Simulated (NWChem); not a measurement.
# C3H9N (isopropylamine): levels of theory compared

We compute a comparison of 4 runs (HF/cc-pVDZ, SVWN5/cc-pVDZ, PBE/cc-pVDZ, MP2/cc-pVDZ) of C3H9N (isopropylamine). 

Program for the calculation: NWChem 7.3.0.

## Step 1: The molecule

C3H9N: 13 atoms, total charge 0, spin state singlet. SMILES: `CC(C)N`. The coordinates come from a PBE0-D4/def2-TZVP relaxation. This is one conformer, not always the lowest.

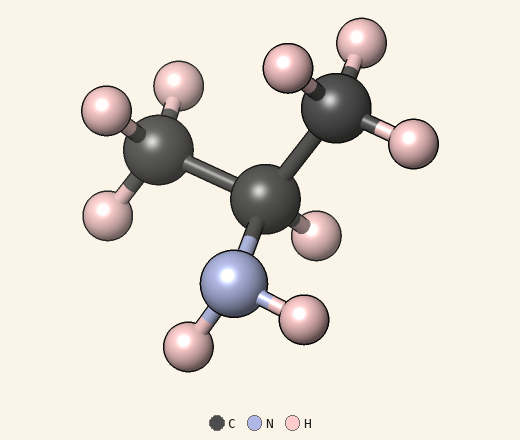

The structure, seen from a chosen angle (carbon dark grey, nitrogen light blue, hydrogen pink).

## Step 2: Energy and forces at HF/cc-pVDZ (run 1)

Contents of run.py:

```python
from ase import Atoms
from ase.calculators.nwchem import NWChem

system = Atoms(['C', 'C', 'C', 'N', 'H', 'H', 'H', 'H', 'H', 'H', 'H', 'H', 'H'], positions=[
    [-0.808970, 0.917400, -0.657490],
    [-0.090520, -0.317160, -0.145730],
    [1.385750, -0.046450, 0.076830],
    [-0.691450, -0.720900, 1.120380],
    [-1.872140, 0.717090, -0.818870],
    [-0.724830, 1.729180, 0.069540],
    [-0.384680, 1.251250, -1.607130],
    [-0.177520, -1.102390, -0.916380],
    [1.871400, 0.260680, -0.852210],
    [1.900180, -0.939620, 0.443030],
    [1.514500, 0.745560, 0.818970],
    [-1.673900, -0.934120, 0.995960],
    [-0.247830, -1.560520, 1.473090],
])

calc = NWChem(
    label='c3h9n',
    theory='scf',
    memory='2200 mb',
    basis='cc-pVDZ',
    basispar='spherical bse',
    scf={'nopen': '0', 'rhf': None, 'thresh': '1e-08', 'maxiter': '80'},
)
system.calc = calc

forces = system.get_forces()
e = system.get_potential_energy()
print(f"E = {e:.6f} eV")
print("forces (eV/A):")
for s, f in zip(system.symbols, forces):
    print(f"{s:2s} {f[0]:10.5f} {f[1]:10.5f} {f[2]:10.5f}")
print("dipole (e A):", system.get_dipole_moment().round(4))
```

Started as:

```console
$ export ASE_NWCHEM_COMMAND="nwchem PREFIX.nwi > PREFIX.nwo"
$ python run.py
```

Log:

```text
E = -4715.809486 eV
forces (eV/A):
C    -0.09554    0.18275   -0.05446
C    -0.10845   -0.25130   -0.00581
C     0.20209    0.05219    0.04484
N    -0.13915   -0.23731    0.10485
H     0.00710    0.00571   -0.00535
H    -0.02293   -0.00031   -0.03013
H    -0.01486    0.01301   -0.00720
H    -0.01018    0.03301    0.07358
H     0.02031   -0.00252    0.00463
H     0.00278    0.00751   -0.00663
H     0.02751   -0.02232   -0.01322
H     0.35029   -0.01538    0.04273
H    -0.21890    0.23490   -0.14784
dipole (e A): [-0.0444 -0.2144 -0.1489]
```

The calculator wrote c3h9n.nwi:

```
title "c3h9n"

permanent_dir c3h9n

scratch_dir c3h9n

start c3h9n

geometry units angstrom nocenter noautosym noautoz
  C  -8.0896999999999997e-01 9.1739999999999999e-01 -6.5749000000000002e-01
  C  -9.0520000000000003e-02 -3.1716000000000000e-01 -1.4573000000000000e-01
  C  1.3857500000000000e+00 -4.6449999999999998e-02 7.6829999999999996e-02
  N  -6.9145000000000001e-01 -7.2089999999999999e-01 1.1203799999999999e+00
  H  -1.8721399999999999e+00 7.1709000000000001e-01 -8.1886999999999999e-01
  H  -7.2482999999999997e-01 1.7291799999999999e+00 6.9540000000000005e-02
  H  -3.8468000000000002e-01 1.2512500000000000e+00 -1.6071299999999999e+00
  H  -1.7752000000000001e-01 -1.1023900000000000e+00 -9.1637999999999997e-01
  H  1.8714000000000000e+00 2.6068000000000002e-01 -8.5221000000000002e-01
  H  1.9001800000000000e+00 -9.3962000000000001e-01 4.4302999999999998e-01
  H  1.5145000000000000e+00 7.4556000000000000e-01 8.1896999999999998e-01
  H  -1.6738999999999999e+00 -9.3411999999999995e-01 9.9595999999999996e-01
  H  -2.4782999999999999e-01 -1.5605199999999999e+00 1.4730900000000000e+00
end

memory 2200 mb

basis spherical bse noprint
   * library cc-pVDZ
end

scf
  nopen 0
  rhf
  thresh 1e-08
  maxiter 80
end

task scf gradient
```

c3h9n.nwo:

```text
Northwest Computational Chemistry Package (NWChem) 7.3.0
             --------------------------------------------------------

           Job information
           ---------------

    nwchem branch   = 7.3.0
    use scalapack   = T
    input           = c3h9n.nwi
    prefix          = c3h9n.
    data base       = c3h9n/c3h9n.db
    status          = startup
    nproc           =        1

           Memory information
           ------------------

[... 5 lines left out ...]
    hardfail = no
[... 142 lines left out ...]
         Quadratically convergent ROHF
[... 15 lines left out ...]
       Final RHF  results
[... 4 lines left out ...]
      Two-electron energy =    193.660469591639
[... 36 lines left out ...]
                       ROHF Final Molecular Orbital Analysis
[... 249 lines left out ...]
                 ----------------------------------------
                 |  Time  |  1-e(secs)   |  2-e(secs)   |
                 ----------------------------------------
                 |  CPU   |       0.02   |       5.53   |
                 ----------------------------------------
                 |  WALL  |       0.02   |       5.53   |
                 ----------------------------------------

 Task  times  cpu:       47.9s     wall:       47.9s
 Total times  cpu:       47.9s     wall:       47.9s
```

Run time: 50 s. Hardware: 1 thread of AMD EPYC 7R43 (Zen 3), shared host; peak memory 0.098 GiB.

## Step 3: Energy and forces at SVWN5/cc-pVDZ (run 2)

Contents of run.py:

```python
from ase import Atoms
from ase.calculators.nwchem import NWChem

atoms = Atoms(['C', 'C', 'C', 'N', 'H', 'H', 'H', 'H', 'H', 'H', 'H', 'H', 'H'], positions=[
    [-0.808970, 0.917400, -0.657490],
    [-0.090520, -0.317160, -0.145730],
    [1.385750, -0.046450, 0.076830],
    [-0.691450, -0.720900, 1.120380],
    [-1.872140, 0.717090, -0.818870],
    [-0.724830, 1.729180, 0.069540],
    [-0.384680, 1.251250, -1.607130],
    [-0.177520, -1.102390, -0.916380],
    [1.871400, 0.260680, -0.852210],
    [1.900180, -0.939620, 0.443030],
    [1.514500, 0.745560, 0.818970],
    [-1.673900, -0.934120, 0.995960],
    [-0.247830, -1.560520, 1.473090],
])

calc = NWChem(
    label='geom',
    theory='dft',
    memory='2200 mb',
    basis='cc-pVDZ',
    basispar='spherical bse',
    dft={'xc': 'slater vwn_5', 'mult': '1', 'grid': 'fine', 'convergence': 'energy 1e-08', 'iterations': '100', 'mulliken': None, 'print': 'low'},
)
atoms.calc = calc

forces = atoms.get_forces()
print(f"energy = {atoms.get_potential_energy():.6f} eV")
print("forces (eV/A):")
for s, f in zip(atoms.symbols, forces):
    print(f"{s:2s} {f[0]:10.5f} {f[1]:10.5f} {f[2]:10.5f}")
```

Started as:

```console
$ export ASE_NWCHEM_COMMAND="nwchem PREFIX.nwi > PREFIX.nwo"
$ python run.py
```

Log:

```text
energy = -4704.429448 eV
forces (eV/A):
C     0.38747   -0.63871    0.24924
C    -0.05446    0.34396    0.61398
C    -0.76403   -0.13298   -0.13632
N     0.53721    1.03873   -0.24138
H    -0.60472   -0.11735   -0.08819
H     0.05646    0.44927    0.46455
H     0.24230    0.18718   -0.54852
H    -0.01244   -0.43647   -0.53577
H     0.27814    0.17149   -0.53644
H     0.28843   -0.50970    0.21062
H     0.03414    0.45915    0.45725
H    -0.72767   -0.17314   -0.13293
H     0.33918   -0.64144    0.22389
```

The calculator wrote geom.nwi:

```
title "geom"

permanent_dir geom

scratch_dir geom

start geom

geometry units angstrom nocenter noautosym noautoz
  C  -8.0896999999999997e-01 9.1739999999999999e-01 -6.5749000000000002e-01
  C  -9.0520000000000003e-02 -3.1716000000000000e-01 -1.4573000000000000e-01
  C  1.3857500000000000e+00 -4.6449999999999998e-02 7.6829999999999996e-02
  N  -6.9145000000000001e-01 -7.2089999999999999e-01 1.1203799999999999e+00
  H  -1.8721399999999999e+00 7.1709000000000001e-01 -8.1886999999999999e-01
  H  -7.2482999999999997e-01 1.7291799999999999e+00 6.9540000000000005e-02
  H  -3.8468000000000002e-01 1.2512500000000000e+00 -1.6071299999999999e+00
  H  -1.7752000000000001e-01 -1.1023900000000000e+00 -9.1637999999999997e-01
  H  1.8714000000000000e+00 2.6068000000000002e-01 -8.5221000000000002e-01
  H  1.9001800000000000e+00 -9.3962000000000001e-01 4.4302999999999998e-01
  H  1.5145000000000000e+00 7.4556000000000000e-01 8.1896999999999998e-01
  H  -1.6738999999999999e+00 -9.3411999999999995e-01 9.9595999999999996e-01
  H  -2.4782999999999999e-01 -1.5605199999999999e+00 1.4730900000000000e+00
end

memory 2200 mb

basis spherical bse noprint
   * library cc-pVDZ
end

dft
  xc slater vwn_5
  mult 1
  grid fine
  convergence energy 1e-08
  iterations 100
  mulliken
  print low
end

task dft gradient
```

geom.nwo:

```text
Northwest Computational Chemistry Package (NWChem) 7.3.0
             --------------------------------------------------------

           Job information
           ---------------

    nwchem branch   = 7.3.0
    use scalapack   = T
    input           = geom.nwi
    prefix          = geom.
    data base       = geom/geom.db
    status          = startup
    nproc           =        1

           Memory information
           ------------------

[... 5 lines left out ...]
    hardfail = no
[... 38 lines left out ...]
            Nuclear Dipole moment (a.u.)
[... 98 lines left out ...]
         Total DFT energy =     -172.884594849008
[... 1 line left out ...]
           Coulomb energy =      219.460708367913
[... 1 line left out ...]
 Nuclear repulsion energy =      136.157820287738
[... 29 lines left out ...]
                         DFT ENERGY GRADIENTS

    atom               coordinates                        gradient
                 x          y          z           x          y          z
   1 C      -1.528732   1.733635  -1.242476   -0.007535   0.012421  -0.004847
   2 C      -0.171058  -0.599345  -0.275390    0.001059  -0.006689  -0.011940
   3 C       2.618688  -0.087778   0.145188    0.014858   0.002586   0.002651
[... 9 lines of this table left out ...]
  13 H      -0.468331  -2.948955   2.783736   -0.006596   0.012474  -0.004354

 Task  times  cpu:       37.7s     wall:       37.7s
 Total times  cpu:       37.7s     wall:       37.7s
```

Run time: 39 s. Hardware: 1 thread of AMD EPYC 7R43 (Zen 3), shared host; peak memory 0.12 GiB.

Run 3 isn't shown in full; the table further down has it.

## Step 4: Energy and forces at MP2/cc-pVDZ (run 4)

Contents of run.nw:

```
start run
title "C3H9N mp2"
memory total 2200 mb
charge 0

geometry units bohr noautosym nocenter noautoz
C     -1.52873174     1.73363475    -1.24247603
C     -0.17105801    -0.59934554    -0.27538979
C      2.61868798    -0.08777778     0.14518766
N     -1.30665113    -1.36230356     2.11721136
H     -3.53783187     1.35510371    -1.54744003
H     -1.36973019     3.26767662     0.13141155
H     -0.72693985     2.36451981    -3.03703555
H     -0.33546418    -2.08321518    -1.73170723
H      3.53643347     0.49261381    -1.61044350
H      3.59081979    -1.77562446     0.83720536
H      2.86199022     1.40890421     1.54762900
H     -3.16321256    -1.76523097     1.88209163
H     -0.46833083    -2.94895541     2.78373666
end

basis spherical bse
* library cc-pVDZ
end

scf
singlet
rhf
thresh 1e-08
maxiter 80
end

mp2
freeze core 4
tight
end

task mp2 gradient
```

Started as:

```console
$ nwchem run.nw > run.out
```

Log:

```text
[...]
  functions       =   101
[...]
  wavefunction    = RHF
[...]
         Total SCF energy =   -173.302803533133
      One-electron energy =   -503.121074061726
      Two-electron energy =    193.660460115612
 Nuclear repulsion energy =    136.157810412981
        Time for solution =     41.4s
[...]
          Total MP2 energy          -173.915995627022
[...]
                         mp2 ENERGY GRADIENTS
    atom               coordinates                        gradient
                 x          y          z           x          y          z
   1 C      -1.528732   1.733635  -1.242476   -0.000383   0.000466  -0.000602
   2 C      -0.171058  -0.599346  -0.275390    0.001714   0.003749  -0.000196
   3 C       2.618688  -0.087778   0.145188    0.000822  -0.000065  -0.000192
   4 N      -1.306651  -1.362304   2.117211   -0.003134  -0.013004  -0.007715
   5 H      -3.537832   1.355104  -1.547440    0.006802   0.001462   0.001001
   6 H      -1.369730   3.267677   0.131412   -0.000598  -0.004860  -0.005040
   7 H      -0.726940   2.364520  -3.037036   -0.002810  -0.002128   0.006339
   8 H      -0.335464  -2.083215  -1.731707   -0.000049   0.004250   0.005726
   9 H       3.536433   0.492614  -1.610444   -0.003185  -0.001963   0.006212
  10 H       3.590820  -1.775624   0.837205   -0.003154   0.005836  -0.002330
  11 H       2.861990   1.408904   1.547629   -0.000368  -0.004963  -0.004966
[...]
```

It took 100 s on 1 thread of AMD EPYC 7R43 (Zen 3), shared host; peak memory 0.38 GiB.

## Step 5: The series

```csv
run,level,iteration cap,module,energy (Eh),dipole moment (D),HOMO energy (eV),LUMO energy (eV),wall time
1,HF/cc-pVDZ,80,scf,-173.302804,1.27,-10.38,4.81,50 s
2,SVWN5/cc-pVDZ,100,dft,-172.884595,–,–,–,39 s
3,PBE/cc-pVDZ,100,dft,-174.244220,1.16,-4.93,0.89,44 s
4,MP2/cc-pVDZ,80,mp2,-173.915996,1.22,-10.38,4.81,100 s
```

## Step 6: What came out

| quantity | value |
| --- | --- |
| run 4: total energy | -173.91600 Eh |
| run 4: dipole moment (of the density that the program reports) | 1.22 D |
| run 4: HOMO energy (Hartree–Fock orbitals) | -10.38 eV |
| run 4: LUMO energy (Hartree–Fock orbitals) | 4.81 eV |
| run 4: HOMO–LUMO gap (Hartree–Fock orbitals) | 15.19 eV |
| run 4: correlation energy (4 core orbitals frozen) | -613.2 mEh |
| run 4: largest force on an atom | 0.794 eV/Å |

In words: Over runs 1, 3, 4 the dipole moment (its size) runs from 1.16 D (PBE/cc-pVDZ) to 1.27 D (HF/cc-pVDZ). Totals of different functionals can't be ranked against each other. All runs together took 3.9 min, the longest 100 s.
